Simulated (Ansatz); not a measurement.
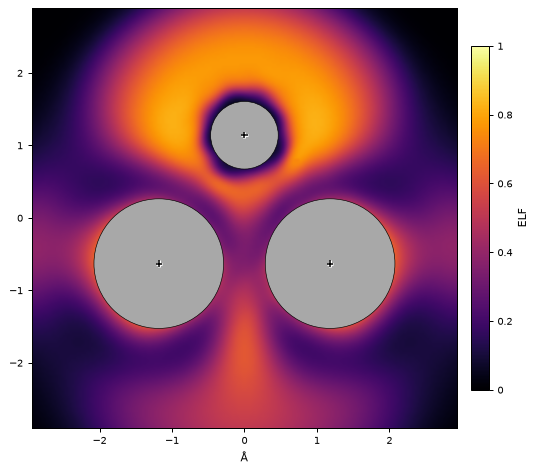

The ELF on a plane through atoms (crosses mark nuclei in the plane; grey discs cover the cores).

Computed with Ansatz, UKS PBE0-D4/def2-TZVP.

Candidates:
A. Cl$_{6}$Yb (charge −3, doublet)
B. B$_{2}$Ta$_{2}$ (triplet)
C. BCl$_{3}$H$_{3}$N (charge +1, doublet)

### Which system is this?

Candidate B: B$_{2}$Ta$_{2}$ on the plane of atoms Ta1, B3 and Ta2, which holds Ta and B. Ta–B (2.13 Å): the ELF peaks at about 0.65 in the valence shell of B, 0.8 Å from its nucleus, and is about 0.30 at the midpoint. Ta–Ta (2.36 Å): the ELF is about 0.35 at the midpoint.
